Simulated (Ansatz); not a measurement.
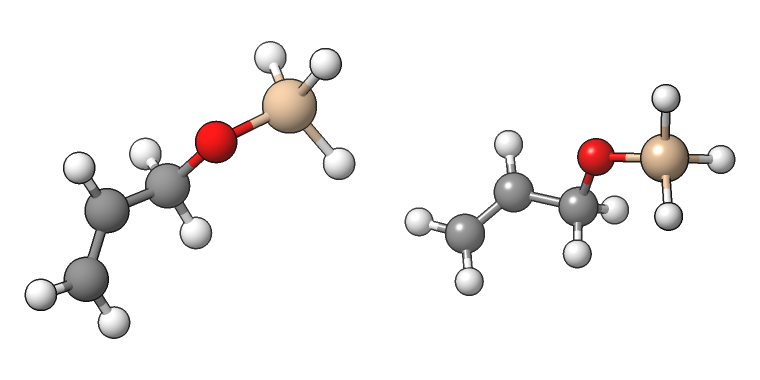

Two views of one molecule. Colours: carbon grey, oxygen red, silicon light orange, hydrogen white.

Description:

Formula C₃H₈OSi. SMILES: `C=CCO[SiH3]`. It has no ring. Among its groups: alkene, Si–H bond, Si–O bond. The point group is C1. Coordination: 2 C trigonal planar; 1 C tetrahedral; 1 O bent; 1 Si tetrahedral.

The parts below concern this one geometry. Atoms keep their numbers from picture to picture. Computed geometry: PBE0-D4/def2-TZVP optimisation.

Shape

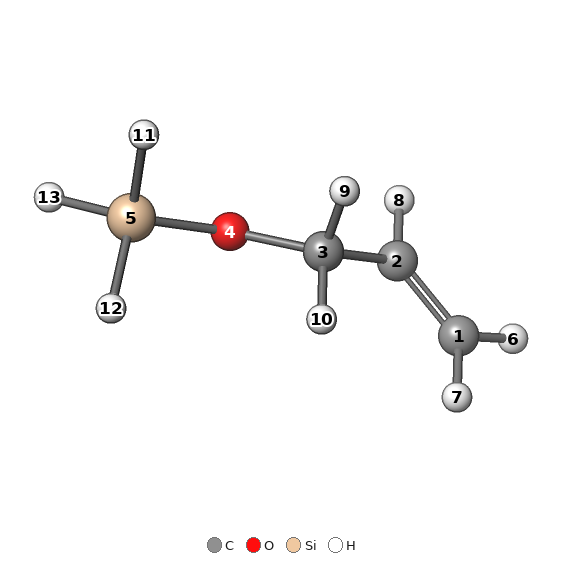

Numbered structure.

Estimate the angles C2–C1–H6, C2–C1–H7, C1–C2–C3, C1–C2–H8, C3–C2–H8, C2–C3–O4, C2–C3–H9, C2–C3–H10, O4–C3–H9, O4–C3–H10, C3–O4–Si5, O4–Si5–H11, O4–Si5–H12, O4–Si5–H13.

```csv
angle,degrees
C2–C1–H6,121.7
C2–C1–H7,121.4
C1–C2–C3,124.0
C1–C2–H8,120.5
C3–C2–H8,115.4
C2–C3–O4,109.6
C2–C3–H9,109.5
C2–C3–H10,109.9
O4–C3–H9,109.5
O4–C3–H10,110.8
C3–O4–Si5,122.3
O4–Si5–H11,110.8
O4–Si5–H12,110.8
O4–Si5–H13,106.5
```

Charges

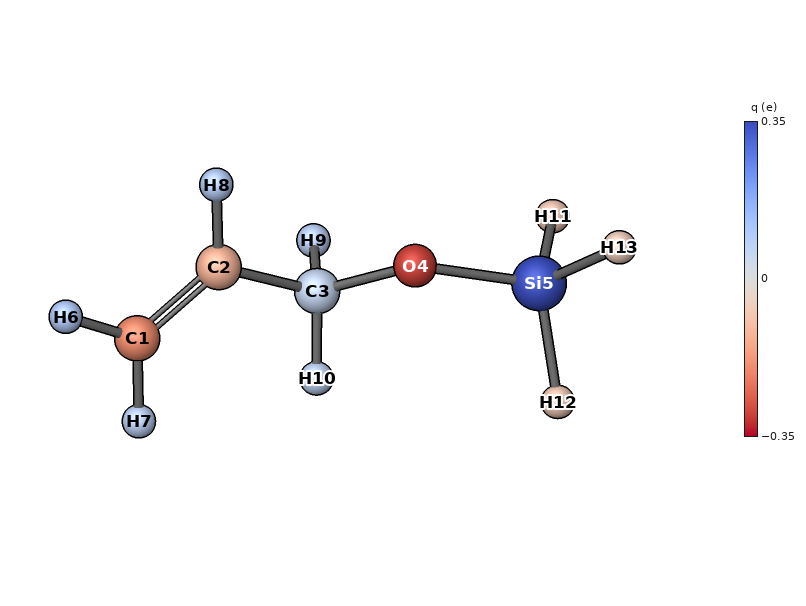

Atoms are coloured by their Mulliken charges. Method: RKS PBE-D4/def2-TZVPP (Ansatz 0.2.0).

Give the Mulliken charges atom by atom.

```tsv
atom	value (e)
C1	−0.19
C2	−0.12
C3	0.06
O4	−0.30
Si5	0.34
H6	0.10
H7	0.08
H8	0.09
H9	0.08
H10	0.07
H11	−0.07
H12	−0.07
H13	−0.06
```

Electronic properties

Level of theory: RKS BHLYP-D4/def2-TZVPP (Ansatz 0.2.0).

Question: What is the LUMO energy (Kohn–Sham orbital)?

Answer: 0.88 eV.

Question: Estimate the HOMO energy (Kohn–Sham orbital).

Answer: −8.75 eV.

Question: Give the dispersion correction at this level.

Answer: −26.7 kJ/mol.

Vibrations

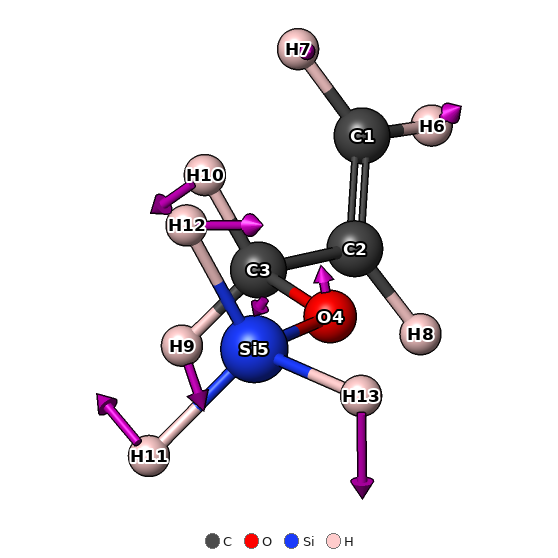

The arrows show one normal mode. Harmonic vibrations computed with RKS PBE0-D4/def2-TZVP (Ansatz 0.2.0) at a stationary point of the same level.

Question: What kind of motion is it?

Answer: A torsion or out-of-plane motion in which bond lengths and bond angles hardly change.

Question: At what wavenumber does it lie?

Answer: 139 cm⁻¹; it is mode 3 of 33 counted from the lowest.

Mulliken values depend strongly on the basis set and can even reverse the polarity of a bond.
